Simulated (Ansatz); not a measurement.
```yaml
crystal:
  periodic: [false, false, false]
  atoms:
    - {symbol: O, position_ang: [-1.905987, -1.065189, -0.509284]}
    - {symbol: Cu, position_ang: [-0.304333, -0.358558, -0.033918]}
    - {symbol: O, position_ang: [1.440249, 0.272531, 0.527452]}
    - {symbol: H, position_ang: [-2.451492, -0.408685, -0.947932]}
    - {symbol: H, position_ang: [1.999203, 0.560006, -0.201499]}
    - {symbol: H, position_ang: [1.397036, 1.114774, 1.262925]}
basis:
  gaussian: {orbitals: def2-TZVPP}
hamiltonian: {xc: pbe, dispersion: d4}
```

Geometry: moved along internal coordinates away from the minimum.

Work out the structure from the coordinates.

The molecule is CuH3O2. Its SMILES string is `[OH][Cu-][OH2+]`. Coordination: 1 O bent; 1 Cu linear; 1 O trigonal pyramidal.

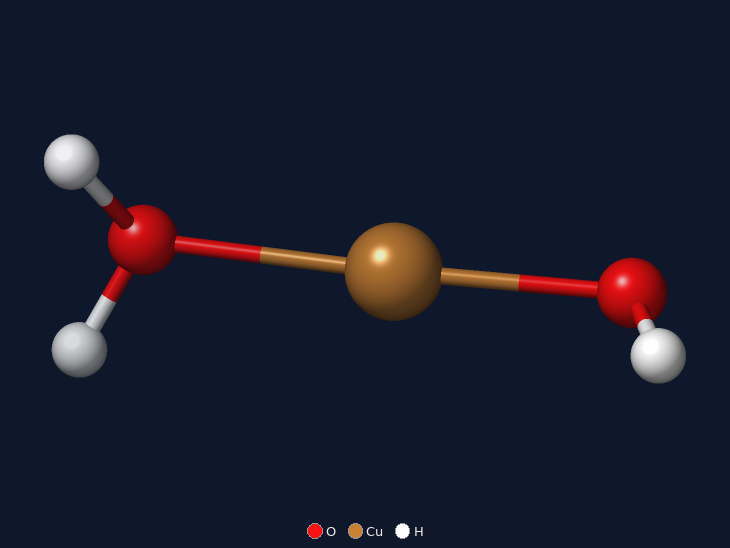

(Drawn from a calculation with Ansatz.)
